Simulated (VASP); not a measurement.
Band structure of AgI (zinc blende). These are AM05 GGA, VASP's PBE PAW potentials (set 64) (plane waves; VASP) values and carry that method's errors.

Unless said otherwise, spin-orbit coupling is left out, though it shifts the bands of the heavy elements here.

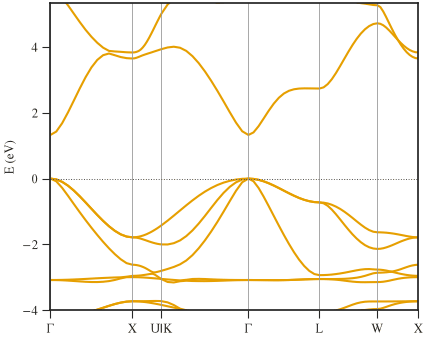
Fig. 1. Bands along high-symmetry lines, zero at the valence-band maximum or, without a gap, the Fermi level

**Question.** Read the plot: is there a gap, and where are the band edges?

**Answer.** The gap is direct, 1.33 eV, from the valence maximum at Γ to the conduction minimum at Γ. (Edges off the drawn lines would not show.)

The compound is AgI in the zinc blende structure, whereas wurtzite is the usual form. It was relaxed first.
